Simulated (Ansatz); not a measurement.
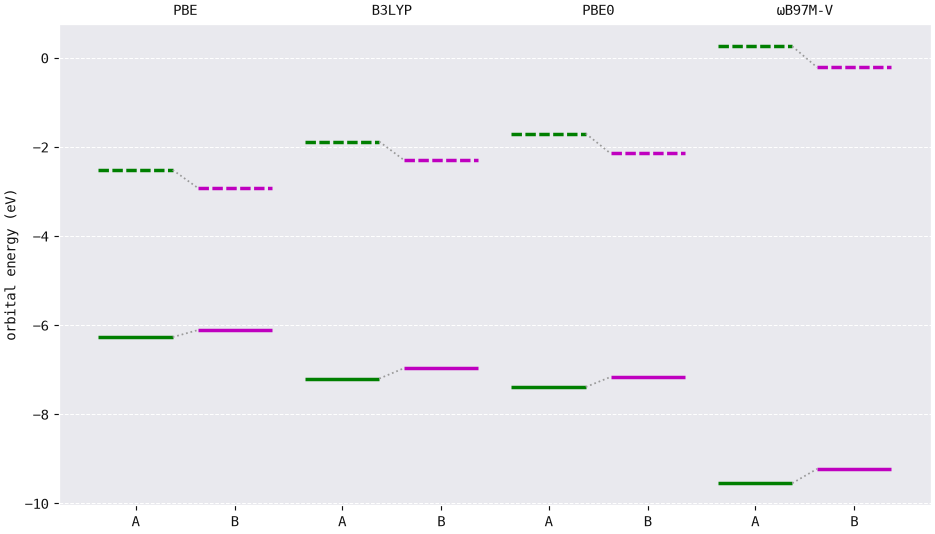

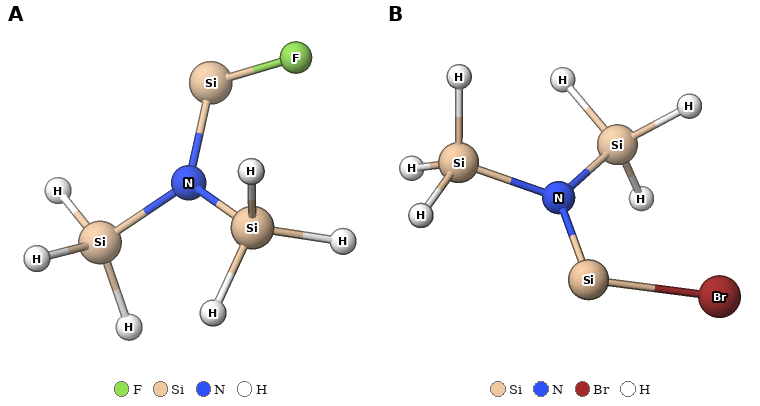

One change: A, Si₃NH₆F (SMILES F[Si]N([SiH3])[SiH3]), becomes B, Si₃NH₆Br (SMILES [SiH3]N([SiH3])[Si]Br). F on Si is replaced by Br. HOMO (solid) and LUMO (dashed) computed in def2-TZVPP at PBE0-D4/def2-TZVP geometries, both minima by their frequencies, gas phase, the Ansatz code 0.2.0. Empty levels above zero depend strongly on the basis.

What does the change do to HOMO and LUMO?

Answer. PBE: the HOMO rises by 0.16 eV, the LUMO falls by 0.40 eV, and the separation goes from 3.75 to 3.20 eV. B3LYP: the HOMO rises by 0.23 eV, the LUMO falls by 0.42 eV, and the separation goes from 5.32 to 4.67 eV. PBE0: the HOMO rises by 0.23 eV, the LUMO falls by 0.45 eV, and the separation goes from 5.69 to 5.02 eV. ωB97M-V: the HOMO rises by 0.32 eV, the LUMO falls by 0.47 eV, and the separation goes from 9.81 to 9.01 eV.

Do the functionals agree on the effect?

Answer. They agree on the direction for both levels; the HOMO shift lies between 0.16 and 0.32 eV and the LUMO shift between −0.47 and −0.40 eV, while the separations themselves differ by up to 6.1 eV between functionals.

Note: one conformer of each flexible molecule.
